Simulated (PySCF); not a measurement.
# C2H7ClSi2 (SMILES C=C[SiH2][SiH2]Cl) at 4 levels

We compute a comparison of 4 runs (SVWN5/3-21G, B3LYP/6-31G*, MP2/def2-SVP) of C2H7ClSi2. 

The results are computed with PySCF 2.14.0.

**1. Starting point**

C2H7ClSi2: 12 atoms, total charge 0, spin state singlet. SMILES: `C=C[SiH2][SiH2]Cl`. The shape is that of a PBE0-D4/def2-TZVP optimisation. This is one conformer, not always the lowest.

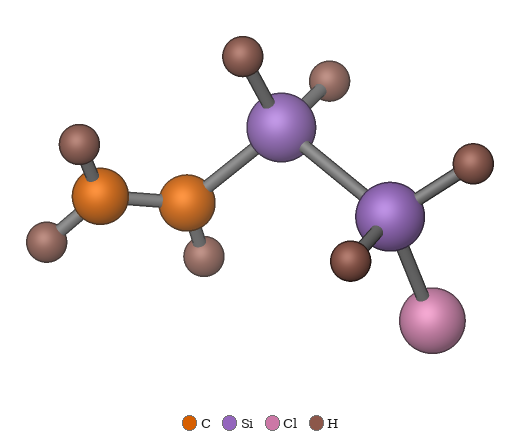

Viewed from a chosen angle; carbon orange, silicon purple, chlorine pink, hydrogen brown.

**2. Energy and gradient at SVWN5/3-21G (run 1)**

File geometry.xyz:

```xyz
12

C     -0.950400     1.755100     1.235700
C     -0.704500     1.148200     0.077800
Si     0.890100     0.269100    -0.295300
Si     0.468400    -2.015200    -0.593500
Cl    -0.977500    -2.200300    -2.062900
H     -1.898900     2.244000     1.439600
H     -0.212100     1.792200     2.031800
H     -1.485000     1.141800    -0.681100
H      1.511700     0.779200    -1.548600
H      1.839400     0.458000     0.837200
H     -0.066900    -2.651700     0.637200
H      1.662700    -2.775800    -1.043800
```

File input.py:

```python
from pyscf import gto, dft

molecule = gto.M(
    atom='geometry.xyz',
    basis='3-21g',
    verbose=3,
    max_memory=1860,
)

ks = dft.RKS(molecule)
ks.xc = 'svwn'
ks.conv_tol = 1e-10
ks.grids.level = 5
ks.kernel()
if not ks.converged:
    ks = ks.newton().run(ks.mo_coeff, ks.mo_occ)

e_final = ks.e_tot
print('E = %.10f Eh' % e_final)
grad = ks.nuc_grad_method().kernel()
dip = ks.dip_moment()
pop, q = ks.mulliken_pop()
```

Launch:

```sh
$ OMP_NUM_THREADS=1 python input.py
```

What it wrote:

```text
converged SCF energy = -1109.32624493412
[... 9 lines left out ...]
Dipole moment(X, Y, Z, Debye):  0.98494,  1.14973,  1.95980
[... 84 lines left out ...]
charge of   11H =     -0.02354
```

Run time: 15 s. Hardware: 1 thread of Intel Xeon at 2.70GHz, shared host; peak memory 0.4 GiB.

**3. Energy and forces at B3LYP/6-31G(d) (spherical functions) (run 2)**

File calc.py:

```python
import pyscf.grad
from pyscf import gto, dft

molecule = gto.M(
    atom='''
C       -0.950400       1.755100       1.235700
C       -0.704500       1.148200       0.077800
Si       0.890100       0.269100      -0.295300
Si       0.468400      -2.015200      -0.593500
Cl      -0.977500      -2.200300      -2.062900
H       -1.898900       2.244000       1.439600
H       -0.212100       1.792200       2.031800
H       -1.485000       1.141800      -0.681100
H        1.511700       0.779200      -1.548600
H        1.839400       0.458000       0.837200
H       -0.066900      -2.651700       0.637200
H        1.662700      -2.775800      -1.043800
''',
    verbose=4,
    charge=0,
    basis='6-31g*',
    max_memory=1860,
)

mf = dft.RKS(molecule, xc='b3lyp')
mf.conv_tol = 1e-10
mf.grids.level = 5
mf.kernel()
if not mf.converged:
    mf = mf.newton().run(mf.mo_coeff, mf.mo_occ)

etot = mf.e_tot
print('Final energy', etot)
grad = mf.Gradients().kernel()
mf.analyze()
```

Launch:

```sh
$ OMP_NUM_THREADS=1 python calc.py
```

What it wrote:

```text
PySCF version 2.14.0

[... 108 lines left out ...]
MO #6   energy= -9.44770977831412  occ= 2
[... 17 lines left out ...]
MO #24  energy= -0.414488496917088 occ= 2
[... 17 lines left out ...]
MO #42  energy= 0.146275507509809  occ= 0
[... 17 lines left out ...]
MO #60  energy= 0.595581694055644  occ= 0
[... 17 lines left out ...]
MO #78  energy= 0.9567495676748    occ= 0
[... 17 lines left out ...]
MO #96  energy= 2.71635940450996   occ= 0
[... 111 lines left out ...]
Dipole moment(X, Y, Z, Debye):  0.60216,  1.07947,  1.58931
```

Wall time 65 s (1 thread of Intel Xeon at 2.70GHz, shared host); peak memory 0.95 GiB.

Run 3 isn't shown in full; the table further down has it.

**4. Energy and forces at MP2/def2-SVP (run 4)**

File input.py:

```python
import pyscf.grad
from pyscf import gto, mp

molecule = gto.Mole()
molecule.atom = '''
C     -0.950400     1.755100     1.235700
C     -0.704500     1.148200     0.077800
Si     0.890100     0.269100    -0.295300
Si     0.468400    -2.015200    -0.593500
Cl    -0.977500    -2.200300    -2.062900
H     -1.898900     2.244000     1.439600
H     -0.212100     1.792200     2.031800
H     -1.485000     1.141800    -0.681100
H      1.511700     0.779200    -1.548600
H      1.839400     0.458000     0.837200
H     -0.066900    -2.651700     0.637200
H      1.662700    -2.775800    -1.043800
'''
molecule.verbose = 4
molecule.basis = 'def2-svp'
molecule.max_memory = 1860
molecule.spin = 0
molecule.build()

myscf = molecule.RHF()
myscf.conv_tol = 1e-10
myscf.kernel()
if not myscf.converged:
    myscf = myscf.newton().run(myscf.mo_coeff, myscf.mo_occ)

pt = mp.MP2(myscf, frozen=17).run()
energy = pt.e_tot
print('Final energy', energy)
grad = pt.Gradients().kernel()
myscf.analyze()
```

Launch:

```sh
$ OMP_NUM_THREADS=1 python input.py
```

What it wrote:

```text
PySCF version 2.14.0

[... 101 lines left out ...]
MO #7   energy= -8.01826349622228  occ= 2
[... 21 lines left out ...]
MO #29  energy= -0.463901352478829 occ= 2
[... 21 lines left out ...]
MO #51  energy= 0.525019603351339  occ= 0
[... 21 lines left out ...]
MO #73  energy= 1.02665125127029   occ= 0
[... 21 lines left out ...]
MO #95  energy= 1.88353816432302   occ= 0
[... 21 lines left out ...]
MO #117 energy= 3.56321252784179   occ= 0
[... 132 lines left out ...]
Dipole moment(X, Y, Z, Debye):  0.56289,  1.02710,  1.57440
```

It took 50 s on 1 thread of Intel Xeon at 2.70GHz, shared host; peak memory 1.1 GiB.

**5. All runs side by side**

```tsv
run	level	Cartesian functions	integration grid	energy (Eh)	dipole moment (D) of the reference	HOMO energy (eV)	LUMO energy (eV)	wall time
1	SVWN5/3-21G	no	5	-1109.326245	2.48	-6.63	-1.52	15 s
2	B3LYP/6-31G* (spherical functions)	no	5	-1119.621714	2.01	-7.31	-0.66	65 s
3	B3LYP/6-31G* (Cartesian functions)	yes	5	-1119.630099	2.01	-7.31	-0.66	68 s
4	MP2/def2-SVP	no	–	-1117.409355	1.96	-10.11	3.03	50 s
```

**6. Results**

| quantity | value |
| --- | --- |
| run 4: total energy | -1117.40936 Eh |
| run 4: dipole moment (Hartree–Fock density) | 1.96 D |
| run 4: HOMO energy (Hartree–Fock orbitals) | -10.11 eV |
| run 4: LUMO energy (Hartree–Fock orbitals) | 3.03 eV |
| run 4: HOMO–LUMO gap (Hartree–Fock orbitals) | 13.14 eV |
| run 4: correlation energy (17 core orbitals frozen) | -592.6 mEh |
| run 4: largest force on an atom | 0.839 eV/Å |

What this shows: Over runs 1, 2, 3 the dipole moment (its size) runs from 2.01 D (B3LYP/6-31G*) to 2.48 D (SVWN5/3-21G). The two ends differ in method and basis. Over runs 1, 2, 3 the HOMO–LUMO gap runs from 5.11 eV (SVWN5/3-21G) to 6.65 eV (B3LYP/6-31G*). Totals of different functionals can't be ranked against each other. All runs together took 3.3 min, the longest 68 s.
